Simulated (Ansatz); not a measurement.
# B2Cl (quartet): the correlation ladder, cc-pVTZ

Aim: climb from Hartree-Fock through coupled cluster for B2Cl (quartet) at one geometry and basis, and see what each rung misses.

Computed with Ansatz 0.2.0, Gaussian basis. Level: cc-pVTZ, core rule «outside noble gas», up to 7 orbitals frozen.

Plan: UHF; CCSD(T) on ROHF; CCSD(T) on UHF; BCCD(T) on ROHF; CCSDT(Q) on ROHF; CCSDT(Q) on UHF.

10 further runs of the same task are left out: 5 for a known fault of the program, 5 set aside as unsound or not needed.

## 1. The geometry

The geometry is a PBE0/def2-TZVP stationary point (not a proven minimum).

3 atoms, charge 0, spin multiplicity 4.

Atoms are counted from 1 here; the program's logs count them from 0.

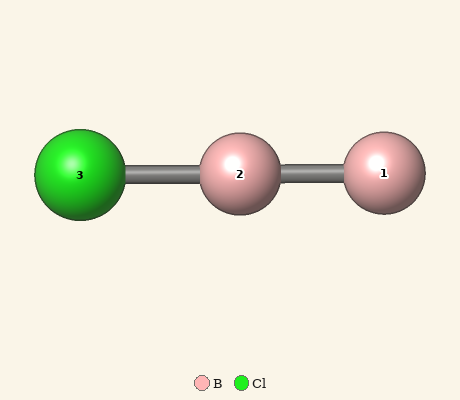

The structure; boron pink, chlorine green; atoms are numbered from 1 in the order of the file.

In the tables R marks a restricted open-shell determinant and U an unrestricted one; energies count from the table's Hartree-Fock row.

## 2. UHF

Contents of in.yaml:

```yaml
crystal:
  periodic: [false, false, false]
  atoms:
    - {symbol: B, position_ang: [0.000000, 0.000000, -1.572000]}
    - {symbol: B, position_ang: [0.000000, 0.000000, -0.055600]}
    - {symbol: Cl, position_ang: [0.000000, 0.000000, 1.627600]}
basis:
  gaussian: {orbitals: cc-pVTZ}
magnetization: {spin_polarized: true, initial_magnetization: 3}
hamiltonian: {xc: hf}
output: {orbitals: {seedname: orbitals}}
```

Started as:

```
$ ansatz run in.yaml --threads 1 --pin off --events-out ev --progress --plain --max-ram 4096MiB --backend cpu
```

Output:

```text
Functional definition: HF
  name "HF"
  cite "Fock, Z. Phys. 61, 126 (1930) doi:10.1007/BF01340294"
  parent pbe
  exchange = exact_x
  correlation = 0
877 factors; their error is unknown
mean field evaluation 1: about -13842.7412 eV, gradient 1.0e1 eV
mean field evaluation 2: about -13844.2279 eV, gradient 4.6e0 eV
mean field evaluation 4: about -13844.6792 eV, gradient 9.5e-1 eV
mean field evaluation 8: about -13844.7028 eV, gradient 6.8e-2 eV
mean field evaluation 16: about -13843.0955 eV, gradient 1.0e1 eV
mean field -13845.05710416 eV, -508.7964640611 hartree, gradient 2.3e-5 eV, S^2 3.754684; 0 other end points of the search recorded, 0 dependent functions left out
reference -13845.05710416 eV, -508.7964640611 hartree; 15, 12 occupied and 79, 82 virtual orbitals, 877 factors
Total energy: -13845.05710416 eV, -508.7964640611 hartree
```

Wall time 0.88 s (1 thread of AMD EPYC 7R13, shared host).

From the report: ⟨S²⟩ of the determinant 3.755 (pure quartet: 3.75).

## 3. CCSD(T) on ROHF

in.yaml, as its differences from that of step 2:

```diff
@@ -8,4 +8,3 @@
   gaussian: {orbitals: cc-pVTZ}
-magnetization: {spin_polarized: true, initial_magnetization: 3}
-hamiltonian: {xc: hf}
-output: {orbitals: {seedname: orbitals}}
+magnetization: {spin_polarized: false, initial_magnetization: 3}
+correlation: {method: ccsd_t, electrons: outside_noble_gas}
```

Started as:

```
$ ansatz run in.yaml --threads 2 --pin off --events-out ev --progress --plain --max-ram 24576MiB --backend cuda --devices 0, --max-vram 18GiB
```

Output (excerpt; [...] marks lines left out):

```text
Functional definition: HF
  name "HF"
  cite "Fock, Z. Phys. 61, 126 (1930) doi:10.1007/BF01340294"
  parent pbe
[...]
562 factors; integrals over basis functions are off by at most 1.2e-3 eV
[...]
mean field -13845.01394213 eV, -508.7948778857 hartree, gradient 2.7e-6 eV, S^2 3.750000; 0 other end points of the search recorded, 0 dependent functions left out
[...]
7 core orbitals not correlated: weight in the atoms' cores, before any rotation towards them, 1.000 or more for the frozen orbitals, at most 0.000 for the correlated occupied ones
reference -13845.01394213 eV, -508.7948778857 hartree; 8, 5 occupied and 79, 82 virtual orbitals, 562 factors
second order -8.38318364 eV of doubles, -0.02524404 eV of singles
cycle   1  -8.95035011 eV  change   -5.4e-1 eV  update   7.1e-2
[...]
cycle  10  -9.23294767 eV  change    1.6e-5 eV  update   1.4e-5
perturbative correction -0.43752216 eV, -0.0160786429 hartree
Total energy: -13854.68441196 eV, -509.1502610970 hartree
```

It took 5.5 s on 1 × H100 (card shared with other runs) with 2 threads of AMD EPYC 7R13, shared host; peak host memory 0.79 GiB.

From the report: correlation -9.6705 eV; T1 0.020; largest double amplitude 0.07.

## 4. CCSD(T) on UHF

in.yaml, as its differences from that of step 3:

```diff
@@ -8,3 +8,3 @@
   gaussian: {orbitals: cc-pVTZ}
-magnetization: {spin_polarized: false, initial_magnetization: 3}
+magnetization: {spin_polarized: true, initial_magnetization: 3}
 correlation: {method: ccsd_t, electrons: outside_noble_gas}
```

Launched as before.

Output (excerpt; [...] marks lines left out):

```text
Functional definition: HF
  name "HF"
  cite "Fock, Z. Phys. 61, 126 (1930) doi:10.1007/BF01340294"
  parent pbe
[...]
562 factors; integrals over basis functions are off by at most 1.2e-3 eV
[...]
mean field -13845.05736915 eV, -508.7964737994 hartree, gradient 4.6e-6 eV, S^2 3.754684; 0 other end points of the search recorded, 0 dependent functions left out
7 core orbitals not correlated: weight in the atoms' cores, before any rotation towards them, 1.000 or more for the frozen orbitals, at most 0.000 for the correlated occupied ones
reference -13845.05736915 eV, -508.7964737994 hartree; 8, 5 occupied and 79, 82 virtual orbitals, 562 factors
second order -8.35350182 eV of doubles, -0.00000000 eV of singles
cycle   1  -8.90475101 eV  change   -5.5e-1 eV  update   7.1e-2
[...]
cycle  11  -9.19104279 eV  change   -5.7e-6 eV  update   5.4e-6
perturbative correction -0.43598138 eV, -0.0160220203 hartree
Total energy: -13854.68439332 eV, -509.1502604123 hartree
```

Run time: 6.5 s. Hardware: 1 × H100 (card shared with other runs) with 2 threads of AMD EPYC 7R13, shared host; peak host memory 0.79 GiB.

From the report: ⟨S²⟩ of the determinant 3.755 (pure quartet: 3.75); correlation -9.6270 eV; T1 0.018; largest double amplitude 0.07.

## 5. BCCD(T) on ROHF

in.yaml, as its differences from that of step 4:

```diff
@@ -8,3 +8,3 @@
   gaussian: {orbitals: cc-pVTZ}
-magnetization: {spin_polarized: true, initial_magnetization: 3}
-correlation: {method: ccsd_t, electrons: outside_noble_gas}
+magnetization: {spin_polarized: false, initial_magnetization: 3}
+correlation: {method: bccd_t, electrons: outside_noble_gas}
```

Same command.

Output (excerpt; [...] marks lines left out):

```text
Functional definition: HF
  name "HF"
  cite "Fock, Z. Phys. 61, 126 (1930) doi:10.1007/BF01340294"
  parent pbe
[...]
562 factors; integrals over basis functions are off by at most 1.2e-3 eV
[...]
mean field -13845.01394213 eV, -508.7948778857 hartree, gradient 2.7e-6 eV, S^2 3.750000; 0 other end points of the search recorded, 0 dependent functions left out
[...]
7 core orbitals not correlated: weight in the atoms' cores, before any rotation towards them, 1.000 or more for the frozen orbitals, at most 0.000 for the correlated occupied ones
reference -13845.01394213 eV, -508.7948778857 hartree; 8, 5 occupied and 79, 82 virtual orbitals, 562 factors
second order -8.38318364 eV of doubles, -0.02524404 eV of singles
cycle   1  -8.96500355 eV  change   -5.6e-1 eV  update   7.1e-2
[...]
cycle  11  -9.22009077 eV  change   -9.9e-6 eV  update   7.5e-6
perturbative correction -0.45239136 eV, -0.0166250759 hartree
Total energy: -13854.68642426 eV, -509.1503350477 hartree
```

Wall time 5.5 s (1 × H100 (card shared with other runs) with 2 threads of AMD EPYC 7R13, shared host); peak host memory 0.81 GiB.

From the report: correlation -9.6725 eV; largest double amplitude 0.07.

## 6. CCSDT(Q) on ROHF

in.yaml, as its differences from that of step 5:

```diff
@@ -9,2 +9,2 @@
 magnetization: {spin_polarized: false, initial_magnetization: 3}
-correlation: {method: bccd_t, electrons: outside_noble_gas}
+correlation: {method: ccsdt_q, electrons: outside_noble_gas}
```

The command is unchanged.

Output (excerpt; [...] marks lines left out):

```text
Functional definition: HF
  name "HF"
  cite "Fock, Z. Phys. 61, 126 (1930) doi:10.1007/BF01340294"
  parent pbe
[...]
1103 factors; integrals over basis functions are off by at most 1.8e-7 eV
[...]
mean field -13845.01395640 eV, -508.7948784102 hartree, gradient 1.8e-6 eV, S^2 3.750000; 0 other end points of the search recorded, 0 dependent functions left out
[...]
7 core orbitals not correlated: weight in the atoms' cores, before any rotation towards them, 1.000 or more for the frozen orbitals, at most 0.000 for the correlated occupied ones
reference -13845.01395640 eV, -508.7948784102 hartree; 8, 5 occupied and 79, 82 virtual orbitals, 1103 factors
second order -8.38319294 eV of doubles, -0.02524417 eV of singles
cycle   1  -8.95033882 eV  change   -5.4e-1 eV  update   9.0e-2
[...]
cycle  16  -9.70642467 eV  change    2.8e-7 eV  update   7.0e-7
perturbative correction -0.02105866 eV, -0.0007738914 hartree
Total energy: -13854.74143973 eV, -509.1523568291 hartree
```

Run time: 39 s. Hardware: 1 × H100 (card shared with other runs) with 2 threads of AMD EPYC 7R13, shared host; peak host memory 1.3 GiB.

From the report: correlation -9.7275 eV; T1 0.021; largest double amplitude 0.08.

## 7. CCSDT(Q) on UHF

in.yaml, as its differences from that of step 6:

```diff
@@ -8,3 +8,3 @@
   gaussian: {orbitals: cc-pVTZ}
-magnetization: {spin_polarized: false, initial_magnetization: 3}
+magnetization: {spin_polarized: true, initial_magnetization: 3}
 correlation: {method: ccsdt_q, electrons: outside_noble_gas}
```

Same command.

Output (excerpt; [...] marks lines left out):

```text
Functional definition: HF
  name "HF"
  cite "Fock, Z. Phys. 61, 126 (1930) doi:10.1007/BF01340294"
  parent pbe
[...]
1103 factors; integrals over basis functions are off by at most 1.8e-7 eV
[...]
mean field -13845.05738362 eV, -508.7964743312 hartree, gradient 5.5e-6 eV, S^2 3.754684; 0 other end points of the search recorded, 0 dependent functions left out
7 core orbitals not correlated: weight in the atoms' cores, before any rotation towards them, 1.000 or more for the frozen orbitals, at most 0.000 for the correlated occupied ones
reference -13845.05738362 eV, -508.7964743312 hartree; 8, 5 occupied and 79, 82 virtual orbitals, 1103 factors
second order -8.35351107 eV of doubles, -0.00000000 eV of singles
cycle   1  -8.90473948 eV  change   -5.5e-1 eV  update   8.9e-2
[...]
cycle  16  -9.66360203 eV  change    3.7e-8 eV  update   6.8e-7
perturbative correction -0.02278742 eV, -0.0008374221 hartree
Total energy: -13854.74377307 eV, -509.1524425778 hartree
```

It took 26 s on 1 × H100 (card shared with other runs) with 2 threads of AMD EPYC 7R13, shared host; peak host memory 1.1 GiB.

From the report: ⟨S²⟩ of the determinant 3.755 (pure quartet: 3.75); correlation -9.6864 eV; T1 0.020; largest double amplitude 0.08.

## 8. Misses and costs

The yardstick is UCCSDT(Q), where the cluster series has nearly closed. Rows without a time come out of other runs: HF, MP2 and CCSD of CCSD(T), CCSDT of CCSDT(Q).

Differences are taken before rounding.

```tsv
method	energy from the lowest RHF (kJ/mol)	from UCCSDT(Q) (kJ/mol)	time
RHF	0.0	+938.8	
UHF	-4.2	+934.6	
RMP2	-811.3	+127.5	
UMP2	-810.2	+128.6	
RCCSD	-890.8	+47.9	
UCCSD	-891.0	+47.8	
RCCSD(T)	-933.1	+5.7	5.5 s
UCCSD(T)	-933.1	+5.7	6.5 s
BCCD(T)	-933.3	+5.5	5.5 s
RCCSDT	-936.5	+2.3	
UCCSDT	-936.6	+2.2	
RCCSDT(Q)	-938.6	+0.2	39 s
UCCSDT(Q)	-938.8	0	26 s
```

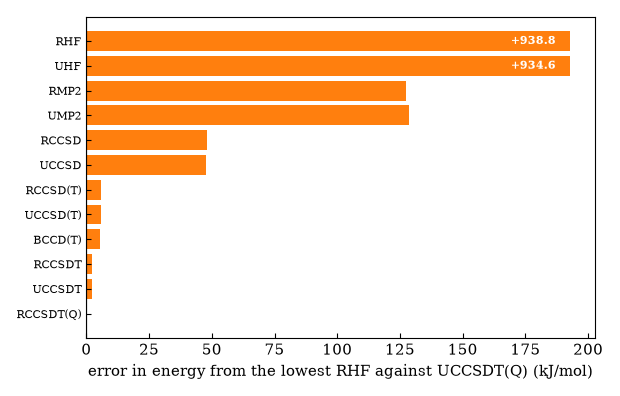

Error of each method against UCCSDT(Q). Bars with a number in them are cut short.

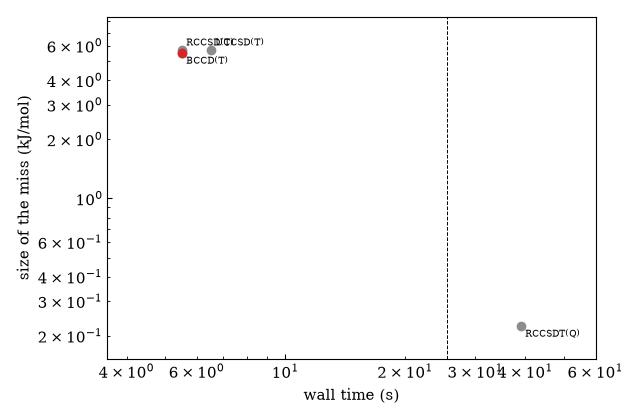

Accuracy for the time spent; red marks the levels that beat every quicker one drawn (of those quicker than the yardstick), and the dashed line is the time of UCCSDT(Q). Times are from a shared host.

With the free atoms at the same levels and basis (separate runs), the atomisation energy is 7.696 eV at UCCSDT(Q), 7.682 eV at RCCSD(T), 7.680 eV at UCCSD(T), 7.041 eV at RHF.

## 9. Outcome

| quantity | value |
| --- | --- |
| UCCSDT(Q) below the RHF energy | -9.7298 eV |
| RMP2 from UCCSDT(Q) | +127.5 kJ/mol |
| UMP2 from UCCSDT(Q) | +128.6 kJ/mol |
| RCCSD from UCCSDT(Q) | +47.9 kJ/mol |
| RCCSD(T) from UCCSDT(Q) | +5.7 kJ/mol |
| UCCSD(T) from UCCSDT(Q) | +5.7 kJ/mol |
| RCCSDT(Q) from UCCSDT(Q) | +0.2 kJ/mol |
| levels within 1 kcal/mol (43 meV) | RCCSDT, UCCSDT, RCCSDT(Q) |
| T1 diagnostic | 0.020 |

**Reading.** RCCSD(T) lands +5.7 kJ/mol from the yardstick (0.6 % of the correlation energy). These misses are within one basis, not against nature; the frozen cores of restricted and unrestricted runs differ, which can shift their rows.

For cost: BCCD(T) gets within 5.5 kJ/mol in 5.5 s, where UCCSDT(Q) took 26 s.
